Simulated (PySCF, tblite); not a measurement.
# C₄H₁₂OSi: dynamics, then NMR shifts on frames, part 2 of 2

tblite 0.8.0 and PySCF 2.14.0. Atoms count from 0.

**5. NMR shieldings: 625 fs, PBE0/pcSseg-1**

The job: settings as JSON, then the geometry in Å.

```
{"job": {"kind": "nmr", "xc": "PBE0", "basis": "pcSseg-1", "pop": false}, "charge": 0, "multiplicity": 1}
C      2.649300    -0.600700     1.512500
O      1.629900    -0.490500     0.526200
C      0.406300    -0.989100     1.093900
C     -0.742000    -0.533000     0.171400
C     -0.782900    -1.399100    -1.158800
Si    -0.395500     1.265000    -0.345600
H      2.847800    -1.650100     1.672200
H      2.476500    -0.065500     2.480400
H      3.555200    -0.099500     1.114100
H      0.402100    -2.138200     1.169700
H      0.306000    -0.564100     2.097100
H     -1.628100    -0.640200     0.757100
H      0.114800    -1.264900    -1.724800
H     -1.597400    -1.050800    -1.784100
H     -0.945800    -2.458900    -0.859200
H     -0.443900     2.129300     0.861100
H      0.705300     1.577300    -1.241700
H     -1.577200     1.819200    -1.162800
```

Level: GIAO PBE0/pcSseg-1 NMR shielding, non-relativistic, gas phase.

The program printed:

```text
coarse grid: 14496 points
cycle   1  E = -523.7756384050  dE =  2.316e-01  |g| = 5.478e-01  |ddm| = 3.474e+00
cycle   2  E = -523.7091831720  dE =  6.646e-02  |g| = 8.141e-01  |ddm| = 1.162e+00
cycle   3  E = -523.8362913906  dE = -1.271e-01  |g| = 8.117e-02  |ddm| = 7.644e-01
cycle   4  E = -523.8373026272  dE = -1.011e-03  |g| = 3.296e-02  |ddm| = 7.272e-02
cycle   5  E = -523.8375560600  dE = -2.534e-04  |g| = 6.439e-03  |ddm| = 3.165e-02
cycle   6  E = -523.8375654030  dE = -9.343e-06  |g| = 1.866e-03  |ddm| = 7.043e-03
final grid: 132432 points
cycle   7  E = -523.8845923615  dE = -2.480e-05  |g| = 1.185e-02  |ddm| = 2.438e-02
cycle   8  E = -523.8845628644  dE =  2.950e-05  |g| = 1.726e-02  |ddm| = 1.980e-02
cycle   9  E = -523.8846207818  dE = -5.792e-05  |g| = 1.430e-03  |ddm| = 1.198e-02
cycle  10  E = -523.8846212283  dE = -4.465e-07  |g| = 1.816e-04  |ddm| = 1.429e-03
cycle  11  E = -523.8846212347  dE = -6.382e-09  |g| = 7.520e-05  |ddm| = 2.269e-04
cycle  12  E = -523.8846212360  dE = -1.274e-09  |g| = 1.971e-05  |ddm| = 7.098e-05
cycle  13  E = -523.8846212361  dE = -9.049e-11  |g| = 2.920e-06  |ddm| = 1.650e-05
converged SCF energy = -523.8846212361

GIAO shielding tensors (ppm)
atom      isotropic    diamagn.    paramagn.     s11        s22        s33       span
  0 C      122.705     239.676    -116.971     82.488    101.416    184.212    101.724
  1 O      287.113     399.061    -111.949    245.622    302.070    313.646     68.024
  2 C       98.057     249.419    -151.362     71.328     85.283    137.560     66.232
  3 C      160.061     252.149     -92.088    143.712    156.522    179.949     36.237
  4 C      165.003     247.706     -82.703    143.102    162.628    189.278     46.176
  5 Si     424.049     880.115    -456.066    376.823    402.634    492.692    115.870
  6 H       28.324      27.216       1.108     24.110     25.594     35.269     11.159
  7 H       27.976      27.826       0.151     24.879     25.502     33.548      8.669
  8 H       27.463      27.249       0.215     23.367     25.021     34.001     10.634
  9 H       26.994      30.602      -3.608     23.663     26.619     30.701      7.038
 10 H       28.252      33.373      -5.121     24.995     28.533     31.229      6.234
 11 H       31.074      33.367      -2.293     26.966     28.907     37.349     10.383
 12 H       30.531      31.471      -0.940     26.642     29.883     35.069      8.427
 13 H       30.450      30.134       0.316     25.619     28.696     37.035     11.416
 14 H       29.824      29.251       0.572     25.325     27.148     36.998     11.673
 15 H       27.688      29.944      -2.256     24.262     25.345     33.459      9.197
 16 H       27.784      30.217      -2.433     24.220     26.838     32.294      8.074
 17 H       27.277      29.083      -1.805     24.142     25.324     32.367      8.225
```

Run time: 20 s. Hardware: 1 thread of Intel Xeon Platinum 8488C, shared host; peak memory 0.79 GiB.

In short: δ C2 88.9, C0 64.2, C3 26.9, C4 21.9, H9 4.72, H17 4.44 ppm.

**6. NMR shieldings: 800 fs, PBE0/pcSseg-1**

The job: settings as JSON, then the geometry in Å.

```
{"job": {"kind": "nmr", "xc": "PBE0", "basis": "pcSseg-1", "pop": false}, "charge": 0, "multiplicity": 1}
C      2.644800    -0.660600     1.396500
O      1.650400    -0.585600     0.476000
C      0.438100    -1.019000     0.962200
C     -0.663200    -0.584600    -0.039100
C     -0.758100    -1.487200    -1.301000
Si    -0.261100     1.234100    -0.400300
H      3.183400    -1.589800     1.381700
H      2.203900    -0.625300     2.469400
H      3.387900     0.137900     1.244400
H      0.455400    -2.158600     1.060200
H      0.329000    -0.618100     2.033400
H     -1.589800    -0.716900     0.510300
H      0.059700    -1.324600    -2.028800
H     -1.660600    -1.311200    -1.838000
H     -0.786900    -2.560800    -1.093800
H     -0.076800     1.737600     1.031700
H      0.852200     1.553400    -1.268600
H     -1.464400     1.811300    -0.981900
```

With the program's defaults for keys left out, this is: GIAO PBE0/pcSseg-1 NMR shielding, non-relativistic, gas phase.

The program printed:

```text
coarse grid: 14496 points
cycle   1  E = -523.7711470744  dE =  4.095e-01  |g| = 5.579e-01  |ddm| = 3.501e+00
cycle   2  E = -523.7099088524  dE =  6.124e-02  |g| = 7.992e-01  |ddm| = 1.189e+00
cycle   3  E = -523.8340976457  dE = -1.242e-01  |g| = 6.908e-02  |ddm| = 7.730e-01
cycle   4  E = -523.8347680233  dE = -6.704e-04  |g| = 3.128e-02  |ddm| = 6.865e-02
cycle   5  E = -523.8349925312  dE = -2.245e-04  |g| = 6.126e-03  |ddm| = 2.982e-02
cycle   6  E = -523.8350007811  dE = -8.250e-06  |g| = 1.561e-03  |ddm| = 6.305e-03
final grid: 132432 points
cycle   7  E = -523.8807016695  dE = -3.298e-05  |g| = 1.012e-02  |ddm| = 2.726e-02
cycle   8  E = -523.8806854768  dE =  1.619e-05  |g| = 1.368e-02  |ddm| = 1.663e-02
cycle   9  E = -523.8807224583  dE = -3.698e-05  |g| = 9.987e-04  |ddm| = 9.845e-03
cycle  10  E = -523.8807226683  dE = -2.100e-07  |g| = 1.927e-04  |ddm| = 1.069e-03
cycle  11  E = -523.8807226763  dE = -8.039e-09  |g| = 6.514e-05  |ddm| = 2.446e-04
cycle  12  E = -523.8807226772  dE = -9.024e-10  |g| = 1.937e-05  |ddm| = 6.765e-05
converged SCF energy = -523.8807226772

GIAO shielding tensors (ppm)
atom      isotropic    diamagn.    paramagn.     s11        s22        s33       span
  0 C      123.063     239.887    -116.824     78.681    104.651    185.856    107.174
  1 O      313.129     402.149     -89.020    286.286    314.132    338.970     52.684
  2 C       92.329     248.273    -155.944     58.429     90.635    127.921     69.492
  3 C      160.439     249.844     -89.405    147.105    156.914    177.297     30.192
  4 C      168.936     244.242     -75.307    150.429    164.215    192.162     41.733
  5 Si     413.995     880.225    -466.230    376.126    400.573    465.286     89.160
  6 H       28.244      27.661       0.582     24.163     25.598     34.969     10.806
  7 H       27.706      27.094       0.612     24.445     25.550     33.122      8.676
  8 H       27.476      27.762      -0.286     23.234     24.653     34.540     11.307
  9 H       27.004      30.731      -3.727     23.668     26.585     30.758      7.090
 10 H       27.539      32.107      -4.568     25.442     26.898     30.278      4.836
 11 H       30.650      32.532      -1.882     25.961     29.283     36.707     10.746
 12 H       30.085      29.575       0.510     25.744     28.646     35.864     10.121
 13 H       30.986      30.005       0.981     26.306     28.538     38.112     11.806
 14 H       30.567      29.287       1.280     26.220     27.813     37.667     11.448
 15 H       27.317      29.776      -2.459     24.039     25.789     32.123      8.085
 16 H       27.919      30.291      -2.372     24.598     26.757     32.401      7.803
 17 H       28.030      30.111      -2.081     24.639     25.840     33.612      8.973
```

Run time: 20 s. Hardware: 1 thread of Intel Xeon Platinum 8488C, shared host; peak memory 0.79 GiB.

In short: δ C2 94.6, C0 63.9, C3 26.5, C4 18.0, H9 4.71, H15 4.40 ppm.

**7. Nuclear shieldings: 1000 fs, PBE0/pcSseg-1**

The job: settings as JSON, then the geometry in Å.

```
{"job": {"kind": "nmr", "xc": "PBE0", "basis": "pcSseg-1", "pop": false}, "charge": 0, "multiplicity": 1}
C      2.758700    -1.332300     1.125700
O      1.724000    -0.592400     0.558700
C      0.424500    -0.880800     1.029100
C     -0.530200    -0.136700     0.089000
C     -0.630000    -0.948100    -1.177400
Si     0.120900     1.622000    -0.277400
H      3.185500    -2.006200     0.414400
H      2.473600    -1.996500     1.933400
H      3.514200    -0.690200     1.552200
H      0.228700    -1.993100     0.949200
H      0.219200    -0.524100     2.085700
H     -1.480300    -0.162900     0.613400
H      0.299700    -0.969300    -1.707500
H     -1.431400    -0.542800    -1.821900
H     -0.999500    -1.923600    -0.941900
H     -0.351400     2.518100     0.786000
H      1.575700     1.689800    -0.584700
H     -0.640700     2.048600    -1.439600
```

Method: GIAO PBE0/pcSseg-1 NMR shielding, non-relativistic, gas phase.

The program printed:

```text
coarse grid: 14496 points
cycle   1  E = -523.7651883027  dE =  4.371e-01  |g| = 5.763e-01  |ddm| = 3.510e+00
cycle   2  E = -523.7010138952  dE =  6.417e-02  |g| = 8.199e-01  |ddm| = 1.249e+00
cycle   3  E = -523.8334867924  dE = -1.325e-01  |g| = 7.506e-02  |ddm| = 8.131e-01
cycle   4  E = -523.8343030157  dE = -8.162e-04  |g| = 3.299e-02  |ddm| = 6.983e-02
cycle   5  E = -523.8345450760  dE = -2.421e-04  |g| = 6.364e-03  |ddm| = 3.036e-02
cycle   6  E = -523.8345536877  dE = -8.612e-06  |g| = 1.904e-03  |ddm| = 6.728e-03
final grid: 132432 points
cycle   7  E = -523.8808719522  dE = -3.126e-05  |g| = 1.175e-02  |ddm| = 2.679e-02
cycle   8  E = -523.8808472125  dE =  2.474e-05  |g| = 1.643e-02  |ddm| = 1.926e-02
cycle   9  E = -523.8808996117  dE = -5.240e-05  |g| = 1.176e-03  |ddm| = 1.153e-02
cycle  10  E = -523.8808999103  dE = -2.986e-07  |g| = 1.953e-04  |ddm| = 1.253e-03
cycle  11  E = -523.8808999178  dE = -7.529e-09  |g| = 7.882e-05  |ddm| = 2.483e-04
cycle  12  E = -523.8808999192  dE = -1.367e-09  |g| = 1.799e-05  |ddm| = 7.212e-05
cycle  13  E = -523.8808999193  dE = -7.140e-11  |g| = 3.306e-06  |ddm| = 1.669e-05
converged SCF energy = -523.8808999193

GIAO shielding tensors (ppm)
atom      isotropic    diamagn.    paramagn.     s11        s22        s33       span
  0 C      133.351     236.979    -103.628     97.327    105.758    196.968     99.642
  1 O      320.868     401.442     -80.574    267.458    320.760    374.386    106.928
  2 C       99.249     249.515    -150.266     69.741     95.725    132.282     62.540
  3 C      161.516     251.058     -89.541    145.861    159.250    179.438     33.576
  4 C      165.369     247.618     -82.249    136.725    171.224    188.157     51.432
  5 Si     423.724     880.271    -456.548    390.230    406.945    473.996     83.766
  6 H       28.635      28.067       0.568     24.030     25.972     35.903     11.873
  7 H       29.067      27.586       1.481     25.645     26.129     35.426      9.781
  8 H       28.351      27.335       1.016     23.770     25.659     35.624     11.854
  9 H       27.801      32.175      -4.374     24.421     27.522     31.459      7.038
 10 H       26.989      31.394      -4.405     23.288     26.570     31.109      7.820
 11 H       30.882      33.293      -2.411     26.749     28.576     37.321     10.573
 12 H       30.402      31.405      -1.003     26.526     29.479     35.200      8.674
 13 H       30.060      30.263      -0.202     25.142     28.120     36.918     11.776
 14 H       31.046      31.566      -0.520     26.591     28.612     37.936     11.345
 15 H       27.810      29.614      -1.804     24.473     25.272     33.684      9.210
 16 H       27.019      29.281      -2.261     22.513     27.645     30.899      8.386
 17 H       28.443      30.266      -1.823     24.873     26.931     33.524      8.651
```

Run time: 20 s. Hardware: 1 thread of Intel Xeon Platinum 8488C, shared host; peak memory 0.79 GiB.

This run: δ C2 87.7, C0 53.6, C3 25.4, C4 21.6, H10 4.73, H16 4.70 ppm.

**8. Side by side: NMR shifts**

Shifts (ppm) of some atoms, chosen among heavy atoms and hydrogens apart, with basis size and wall time:

```
  frame    C2    C0    C4   H12   H11    O1    Si5  functions  time
 250 fs  75.2  61.5  25.6  2.95  2.49  34.5  -80.2        169  21 s
 425 fs  83.9  61.6  22.6  1.54  1.45  19.0  -66.6        169  24 s
 625 fs  88.9  64.2  21.9  1.19  0.64  49.0  -74.9        169  20 s
 800 fs  94.6  63.9  18.0  1.63  1.07  22.9  -64.8        169  20 s
1000 fs  87.7  53.6  21.6  1.32  0.84  15.2  -74.6        169  20 s
```

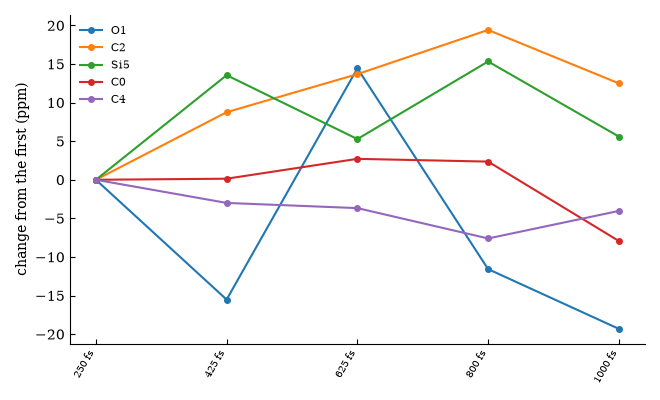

How five of the tabulated atoms move from run to run.

**9. Results**

What follows sums up all 2 parts.

| quantity | value |
| --- | --- |
| thermostat | 300 K |
| mean temperature, second half | 278 K |
| mean potential energy above the minimum | 0.60 eV |
| ¹³C shifts against TMS (PBE0/pcSseg-1, 250 fs) | 75.2, 61.5, 27.7, 25.6 ppm |
| ¹H shifts against TMS (PBE0/pcSseg-1, 250 fs) | 3.63, 3.62, 3.41, 3.36, 3.34, 3.33, 3.14, 2.95, 2.94, 2.49, 2.00, 1.70 ppm |
| ¹⁷O shifts against H2O (PBE0/pcSseg-1, 250 fs) | 34.5 ppm |
| ²⁹Si shifts against TMS (PBE0/pcSseg-1, 250 fs) | -80.2 ppm |
| range of the shift of O1 | 15.2 to 49.0 ppm |

In the second half the potential energy averages 0.60 eV above the minimum; equipartition over 48 harmonic modes at 300 K would give 0.62 eV. With 18 atoms the temperature swings widely (152 to 410 K). Shifts at one fixed geometry are not the observed spectrum, which averages over the motion. In the first frame run (250 fs): Shielding is most anisotropic at Si5 (span 156 ppm, paramagnetic term -451 ppm). Across the 5 runs the shift of O1 moves most, between 15.2 (1000 fs) and 49.0 ppm (625 fs).
